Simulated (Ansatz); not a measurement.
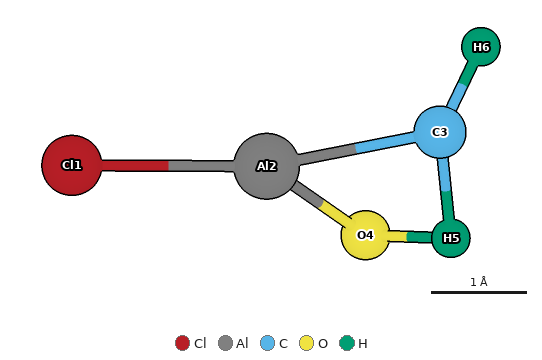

The structure (ball-and-stick view, seen at a tilt; atoms are numbered from 1 in the order of the input). Sticks mark near contacts.

CH$_{2}$AlClO: phonon calculation

System: CH$_{2}$AlClO.
Method: RKS PBE0/def2-SVP (Ansatz 0.2.0).

It belongs to a series of runs on one base structure; here: vibrations at the highest image of the band. Figures and captions count atoms from 1; the log counts them from 0 in places.

**Input file**
```yaml
crystal:
  periodic: [false, false, false]
  atoms:
    - { symbol: Cl, position_ang: [-2.061182, -2.055317, 0.360385] }
    - { symbol: Al, position_ang: [-0.577211, -0.622907, 0.161627] }
    - { symbol: C, position_ang: [0.500773, 0.8667, 0.554699] }
    - { symbol: O, position_ang: [0.655591, -0.316641, -1.038148] }
    - { symbol: H, position_ang: [1.340513, 0.2098, -0.256512] }
    - { symbol: H, position_ang: [0.183617, 1.854264, 0.171751] }
basis:
  gaussian: { orbitals: def2-SVP }
hamiltonian:
  xc: pbe0
phonons: {}
```

Run on 1 thread of Arm Neoverse V1, 24 GiB of memory available, shared host.

Launch command:
```bash
ansatz run input.yaml --threads 1 --pin off --max-ram 2048MiB --backend cpu --events-out ev --progress --plain --runs-dir out
```

**The program's output**
```
Engine: ansatz 0.2.0, aarch64-unknown-linux-gnu
Functional definition: PBE0
  parameter a = 0.25
  parameter kappa = 0.804
  parameter beta = 0.06672455060314922
  exchange = (1 - a)*pbe_x(kappa = kappa, mu = beta*pi^2/3) + a*exact_x
  correlation = pbe_c(beta = beta)
755 factors; integrals over basis functions are off by at most 2.8e-4 eV
mean field evaluation 1: about -22209.9393 eV, gradient 4.8e1 eV
mean field evaluation 2: about -22191.4315 eV, gradient 1.0e2 eV
mean field evaluation 4: about -22214.8615 eV, gradient 8.7e0 eV
mean field evaluation 8: about -22215.0645 eV, gradient 4.9e-1 eV
mean field evaluation 16: about -22215.0651 eV, gradient 7.3e-5 eV
mean field -22215.06513601 eV, -816.3885858363 hartree, gradient 1.8e-5 eV, S^2 0.000000; 0 other end points of the search recorded, 0 dependent functions left out
the calculation of the forces begins
reference -22215.06516115 eV, -816.3885867602 hartree; 23, 23 occupied and 51, 51 virtual orbitals, 755 factors
these checks for a lower state are left out or cut short: stability, starts, cluster_reference, orbital_swaps, neighbouring_geometries, increment
755 factors; integrals over basis functions are off by at most 2.8e-4 eV
mean field -22215.06510576 eV, -816.3885847246 hartree, gradient 1.4e-6 eV, S^2 0.000000; 0 other end points of the search recorded, 0 dependent functions left out
[... from here on the field's lines of each further geometry are left out, up to the last ...]
the calculation of the forces begins
reference -22215.06514194 eV, -816.3885860543 hartree; 23, 23 occupied and 51, 51 virtual orbitals, 755 factors
these checks for a lower state are left out or cut short: stability, starts, cluster_reference, orbital_swaps, neighbouring_geometries, increment
755 factors; integrals over basis functions are off by at most 2.8e-4 eV
mean field -22215.06511672 eV, -816.3885851274 hartree, gradient 2.9e-6 eV, S^2 0.000000; 0 other end points of the search recorded, 0 dependent functions left out
the calculation of the forces begins
reference -22215.06514186 eV, -816.3885860512 hartree; 23, 23 occupied and 51, 51 virtual orbitals, 755 factors
WARN: phonons: modes at or below zero, which the zero-point energy, F, S and C_V leave out: 1, the lowest at -1406.83 cm⁻¹. A minimum has none, and a first-order saddle one
Total energy: -22215.06516115 eV, -816.3885867602 hartree
Atom 0 at    -2.061182    -2.055317     0.360385 Å, force     0.000280     0.000426     0.000223 eV/Å
Atom 1 at    -0.577211    -0.622907     0.161627 Å, force     0.001310    -0.000172    -0.001848 eV/Å
Atom 2 at     0.500773     0.866700     0.554699 Å, force    -0.000272     0.000232     0.000387 eV/Å
Atom 3 at     0.655591    -0.316641    -1.038148 Å, force    -0.001710    -0.000732     0.000769 eV/Å
Atom 4 at     1.340513     0.209800    -0.256512 Å, force     0.000161     0.000408     0.000470 eV/Å
Atom 5 at     0.183617     1.854264     0.171751 Å, force     0.000230    -0.000161    -0.000001 eV/Å
Dipole moment:    -0.316752    -0.007822     0.157869 e Å
Vibrations: -1406.83 159.35 168.83 383.78 503.17 606.26 728.35 876.04 945.78 1056.81 2120.50 3121.30 cm⁻¹, zero-point energy 0.661467 eV
```

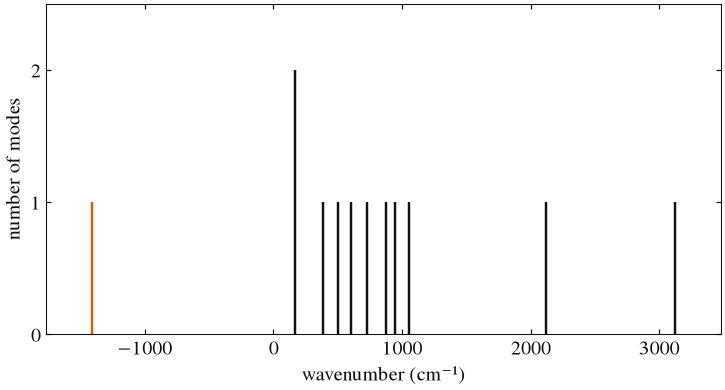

Harmonic vibrational wavenumbers from the force constants; neighbouring modes closer than 21 cm⁻¹ are counted in one stick, and imaginary ones are drawn at negative wavenumbers. 12 modes from 1407i to 3121 cm⁻¹, 1 imaginary beyond 8i (1407i cm⁻¹): a first-order saddle point, if the geometry is stationary.

**Summary**

```tsv
quantity	value
outcome	converged
total energy	−22215.0652 eV
mean-field energy	−22215.0652 eV
largest force (length of the vector)	0.002 eV/Å
wall time	57 s
peak memory	0.14 GiB
```
